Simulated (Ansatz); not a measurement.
# CH5OSi radical: a spread of methods and bases, part 1 of 2

How do the results and run time of CH5OSi radical respond when the settings are drawn wide?

The runs use Ansatz 0.2.0, Gaussian basis; the settings change from run to run.

### 1 The relaxed structure

The geometry comes from an earlier relaxation with PBE0-D4 in a triple-zeta def2 set; it is a stationary point, not always the lowest conformer.

SMILES `C[SiH]O`, 8 atoms, charge 0, spin multiplicity 2.

Atoms are counted from 1 here; the program's logs count them from 0.

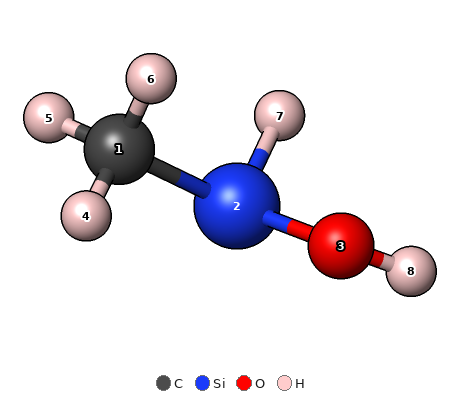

The geometry (carbon dark grey, silicon blue, oxygen red, hydrogen pink); atoms are numbered from 1 in the order of the file.

Geometry (Å):

```xyz
8

C    -0.68817    0.90181   -0.09943
Si    0.67025   -0.32338   -0.45841
O     0.20125   -1.75358    0.23457
H    -1.62857    0.58899   -0.55705
H    -0.42467    1.88696   -0.49093
H    -0.84162    0.98641    0.98072
H     1.97461    0.13286    0.12940
H     0.82892   -2.47715    0.20543
```

### 2 B3LYP/cc-pVTZ

Set apart from the defaults: coordinates scaled by 1.12, relativity set to none, high accuracy, the search for lower states set to light.

in.yaml

```yaml
crystal:
  periodic: [false, false, false]
  atoms:
    - {symbol: C, position_ang: [-0.770753, 1.010025, -0.111367]}
    - {symbol: Si, position_ang: [0.750684, -0.362186, -0.513415]}
    - {symbol: O, position_ang: [0.225396, -1.964015, 0.262721]}
    - {symbol: H, position_ang: [-1.823997, 0.659664, -0.623899]}
    - {symbol: H, position_ang: [-0.475626, 2.113394, -0.549838]}
    - {symbol: H, position_ang: [-0.942611, 1.104777, 1.098411]}
    - {symbol: H, position_ang: [2.211560, 0.148801, 0.144923]}
    - {symbol: H, position_ang: [0.928387, -2.774411, 0.230079]}
basis:
  gaussian: {orbitals: cc-pVTZ}
magnetization: {spin_polarized: true, initial_magnetization: 1}
hamiltonian: {xc: {name: B3LYP}, pseudopotentials: {relativity: none}}
accuracy: high
scf: {lower_state_search: light}
```

Command:

```console
$ ansatz run in.yaml --threads 2 --pin off --events-out ev --progress --plain --max-ram 32768MiB --backend cpu
```

Output:

```text
Functional definition: B3LYP
  name "B3LYP"
  cite "Stephens, Devlin, Chabalowski & Frisch, J. Phys. Chem. 98, 11623 (1994) doi:10.1021/j100096a001"
  cite "Becke, Phys. Rev. A 38, 3098 (1988) doi:10.1103/PhysRevA.38.3098"
  cite "Lee, Yang & Parr, Phys. Rev. B 37, 785 (1988) doi:10.1103/PhysRevB.37.785"
  cite "Vosko, Wilk & Nusair, Can. J. Phys. 58, 1200 (1980) doi:10.1139/p80-159"
  parameter a0 = 0.2
  parameter ax = 0.72
  parameter ac = 0.81
  exchange = (1 - a0 - ax)*slater_x + ax*b88_x + a0*exact_x
  correlation = (1 - ac)*vwn_rpa_c + ac*lyp_c
2923 factors; integrals over basis functions are off by at most 2.6e-8 eV
mean field evaluation 1: about -11033.9673 eV, gradient 4.9e1 eV
mean field evaluation 2: about -10991.9732 eV, gradient 1.0e2 eV
mean field evaluation 4: about -11043.2542 eV, gradient 8.6e0 eV
mean field evaluation 8: about -11043.6660 eV, gradient 3.2e-1 eV
mean field evaluation 16: about -11043.6667 eV, gradient 1.2e-3 eV
mean field -11043.66670529 eV, -405.8472657532 hartree, gradient 7.8e-8 eV, S^2 0.752647; 0 other end points of the search recorded, 0 dependent functions left out
reference -11043.66674739 eV, -405.8472673004 hartree; 17, 16 occupied and 147, 148 virtual orbitals, 2923 factors
Total energy: -11043.66674739 eV, -405.8472673004 hartree
```

Run time: 23 s. Hardware: 2 threads of AMD EPYC 7R13, shared host; peak memory 0.84 GiB.

⟨S²⟩ 0.753.

### 3 rPW86-PBE/6-31G*

Set apart from the defaults: restricted open-shell orbitals.

in.yaml

```yaml
crystal:
  periodic: [false, false, false]
  atoms:
    - {symbol: C, position_ang: [-0.688173, 0.901808, -0.099435]}
    - {symbol: Si, position_ang: [0.670253, -0.323380, -0.458406]}
    - {symbol: O, position_ang: [0.201247, -1.753585, 0.234573]}
    - {symbol: H, position_ang: [-1.628569, 0.588986, -0.557053]}
    - {symbol: H, position_ang: [-0.424666, 1.886959, -0.490927]}
    - {symbol: H, position_ang: [-0.841617, 0.986408, 0.980724]}
    - {symbol: H, position_ang: [1.974607, 0.132858, 0.129395]}
    - {symbol: H, position_ang: [0.828917, -2.477152, 0.205428]}
basis:
  gaussian: {orbitals: "6-31G*"}
magnetization: {spin_polarized: false, initial_magnetization: 1}
hamiltonian: {xc: {name: rPW86-PBE}}
```

Same command.

Output:

```text
Functional definition: rPW86-PBE
  name "rPW86-PBE"
  cite "Murray, Lee & Langreth, J. Chem. Theory Comput. 5, 2754 (2009) doi:10.1021/ct900365q"
  cite "Perdew, Burke & Ernzerhof, Phys. Rev. Lett. 77, 3865 (1996) doi:10.1103/PhysRevLett.77.3865"
  parent pbe
  exchange = rpw86_x
  correlation = pbe_c
732 factors; their error is unknown
mean field evaluation 1: about -11045.6552 eV, gradient 7.4e1 eV
mean field evaluation 2: about -11000.5368 eV, gradient 1.5e2 eV
mean field evaluation 4: about -11056.4699 eV, gradient 9.5e0 eV
mean field evaluation 8: about -11056.6849 eV, gradient 1.8e-1 eV
mean field evaluation 16: about -11045.5964 eV, gradient 7.4e1 eV
mean field -11056.68497467 eV, -406.3256783289 hartree, gradient 1.4e-5 eV, S^2 0.750000; 0 other end points of the search recorded, 0 dependent functions left out
reference -11056.68505998 eV, -406.3256814638 hartree; 17, 16 occupied and 42, 43 virtual orbitals, 732 factors
Total energy: -11056.68505998 eV, -406.3256814638 hartree
```

It took 4.6 s on 2 threads of AMD EPYC 7R13, shared host.

### 4 BLYP/6-31++G**

Options: density fitting with def2-universal-jkfit, a point charge of 0.50 e beside it, the search for lower states set to full.

Changes to in.yaml since step 3:

```diff
@@ -12,4 +12,5 @@
 basis:
-  gaussian: {orbitals: "6-31G*"}
-magnetization: {spin_polarized: false, initial_magnetization: 1}
-hamiltonian: {xc: {name: rPW86-PBE}}
+  gaussian: {orbitals: "6-31++G**", fitting: {mean_field: def2-universal-jkfit}, point_charges: [{charge: 0.50, position_ang: [4.549, 0.547, 0.129]}]}
+magnetization: {spin_polarized: true, initial_magnetization: 1}
+hamiltonian: {xc: {name: BLYP}}
+scf: {lower_state_search: full}
```

The command is unchanged.

Output, shortened:

```text
Functional definition: BLYP
  name "BLYP"
  cite "Becke, Phys. Rev. A 38, 3098 (1988) doi:10.1103/PhysRevA.38.3098"
  cite "Lee, Yang & Parr, Phys. Rev. B 37, 785 (1988) doi:10.1103/PhysRevB.37.785"
[...]
370 factors; integrals over basis functions are off by at most 3.4e-1 eV
[...]
mean field -11041.78142037 eV, -405.7779828103 hartree, gradient 4.6e-5 eV, S^2 0.751053; 3 other end points of the search recorded, 0 dependent functions left out
reference -11041.78181681 eV, -405.7779973793 hartree; 17, 16 occupied and 74, 75 virtual orbitals, 370 factors
Total energy: -11041.78181681 eV, -405.7779973793 hartree
```

Wall time 9.6 s (2 threads of AMD EPYC 7R13, shared host).

⟨S²⟩ 0.751.

### 5 PBE0/STO-3G

Options: D3(BJ) with three-body dispersion, the search for lower states set to light.

Changes to in.yaml since step 4:

```diff
@@ -12,5 +12,6 @@
 basis:
-  gaussian: {orbitals: "6-31++G**", fitting: {mean_field: def2-universal-jkfit}, point_charges: [{charge: 0.50, position_ang: [4.549, 0.547, 0.129]}]}
+  gaussian: {orbitals: STO-3G}
 magnetization: {spin_polarized: true, initial_magnetization: 1}
-hamiltonian: {xc: {name: BLYP}}
-scf: {lower_state_search: full}
+hamiltonian: {xc: {name: PBE0}, dispersion: d3bjatm}
+scf: {lower_state_search: light}
+output: {forces: true}
```

The command is unchanged.

Output, shortened:

```text
Functional definition: PBE0
  name "PBE0"
  cite "Adamo & Barone, J. Chem. Phys. 110, 6158 (1999) doi:10.1063/1.478522"
  cite "Perdew, Burke & Ernzerhof, Phys. Rev. Lett. 77, 3865 (1996) doi:10.1103/PhysRevLett.77.3865"
  parent pbe
[...]
302 factors; integrals over basis functions are off by at most 4.4e-5 eV
[...]
mean field -10902.60834654 eV, -400.6634666821 hartree, gradient 8.6e-5 eV, S^2 0.750928; 0 other end points of the search recorded, 0 dependent functions left out
[...]
reference -10902.60836224 eV, -400.6634672589 hartree; 17, 16 occupied and 7, 8 virtual orbitals, 302 factors
Total energy: -10902.72039636 eV, -400.6675844368 hartree
Atom 0 at    -0.688173     0.901808    -0.099435 Å, force     0.094565    -0.121401     0.440815 eV/Å
Atom 1 at     0.670253    -0.323380    -0.458406 Å, force     1.810758     0.676925    -1.294067 eV/Å
Atom 2 at     0.201247    -1.753585     0.234573 Å, force    -3.176693     1.138446     1.178092 eV/Å
Atom 3 at    -1.628569     0.588986    -0.557053 Å, force    -0.091364     0.033749     0.004754 eV/Å
Atom 4 at    -0.424666     1.886959    -0.490927 Å, force    -0.030659     0.056766     0.016700 eV/Å
Atom 5 at    -0.841617     0.986408     0.980724 Å, force    -0.188865     0.184689     0.034869 eV/Å
Atom 6 at     1.974607     0.132858     0.129395 Å, force    -0.821423    -0.166397    -0.019774 eV/Å
Atom 7 at     0.828917    -2.477152     0.205428 Å, force     2.403682    -1.802776    -0.361388 eV/Å
Dipole moment:     0.196116    -0.125834    -0.109919 e Å
```

It took 1.6 s on 2 threads of AMD EPYC 7R13, shared host.

Largest force 3.574 eV/Å, dipole 1.24 D, ⟨S²⟩ 0.751.

### 6 HSE06/def2-TZVPP

Options: atoms shaken by 0.08 Å, relativity set to scalar.

in.yaml

```yaml
crystal:
  periodic: [false, false, false]
  atoms:
    - {symbol: C, position_ang: [-0.592349, 0.991472, -0.057078]}
    - {symbol: Si, position_ang: [0.771534, -0.387364, -0.563724]}
    - {symbol: O, position_ang: [0.223545, -1.852108, 0.253898]}
    - {symbol: H, position_ang: [-1.637823, 0.754493, -0.593108]}
    - {symbol: H, position_ang: [-0.341998, 1.999478, -0.397605]}
    - {symbol: H, position_ang: [-0.796457, 1.083502, 1.093965]}
    - {symbol: H, position_ang: [1.936414, 0.056601, 0.221894]}
    - {symbol: H, position_ang: [0.882975, -2.601236, 0.261401]}
basis:
  gaussian: {orbitals: def2-TZVPP}
magnetization: {spin_polarized: true, initial_magnetization: 1}
hamiltonian: {xc: {name: HSE06}, pseudopotentials: {relativity: scalar}}
output: {forces: true}
```

Same command.

Output, shortened:

```text
Functional definition: HSE06
  name "HSE06"
  cite "Heyd, Scuseria & Ernzerhof, J. Chem. Phys. 118, 8207 (2003) doi:10.1063/1.1564060"
  cite "Krukau, Vydrov, Izmaylov & Scuseria, J. Chem. Phys. 125, 224106 (2006) doi:10.1063/1.2404663"
  cite "Heyd & Scuseria, J. Chem. Phys. 120, 7274 (2004) doi:10.1063/1.1668634"
  cite "Ernzerhof & Perdew, J. Chem. Phys. 109, 3313 (1998) doi:10.1063/1.476928"
  cite "Perdew, Burke & Ernzerhof, Phys. Rev. Lett. 77, 3865 (1996) doi:10.1103/PhysRevLett.77.3865"
  parent pbe
[...]
  # The whole range is PBE's own exchange, as in plane waves. The composition of these papers is wPBEh.
[...]
917 factors; their error is unknown
91 factors; integrals over basis functions are off by at most 7.6e-7 eV
[...]
mean field -11053.47155615 eV, -406.2075873766 hartree, gradient 3.2e-5 eV, S^2 0.752529; 0 other end points of the search recorded, 0 dependent functions left out
[...]
reference -11053.47159600 eV, -406.2075888409 hartree; 17, 16 occupied and 157, 158 virtual orbitals, 917 factors
Total energy: -11053.47159600 eV, -406.2075888409 hartree
Relativity: scalar
Atom 0 at    -0.592349     0.991472    -0.057078 Å, force    -2.026540    -1.154600    -0.060696 eV/Å
Atom 1 at     0.771534    -0.387364    -0.563724 Å, force    -2.269512    -0.422808     2.431991 eV/Å
Atom 2 at     0.223545    -1.852108     0.253898 Å, force     1.672191     0.376184    -1.234695 eV/Å
Atom 3 at    -1.637823     0.754493    -0.593108 Å, force     2.212853     0.389988     1.293209 eV/Å
Atom 4 at    -0.341998     1.999478    -0.397605 Å, force     0.305159    -0.133487    -0.106236 eV/Å
Atom 5 at    -0.796457     1.083502     1.093965 Å, force     0.524739    -0.548449    -2.077105 eV/Å
Atom 6 at     1.936414     0.056601     0.221894 Å, force     0.718240     0.014905    -0.160710 eV/Å
Atom 7 at     0.882975    -2.601236     0.261401 Å, force    -1.137129     1.478267    -0.085758 eV/Å
Dipole moment:     0.200711    -0.009055    -0.115343 e Å
```

Wall time 9 s (2 threads of AMD EPYC 7R13, shared host); peak memory 0.42 GiB.

Largest force 3.353 eV/Å, dipole 1.11 D, ⟨S²⟩ 0.753.

(Continued in part 2 of 2.)
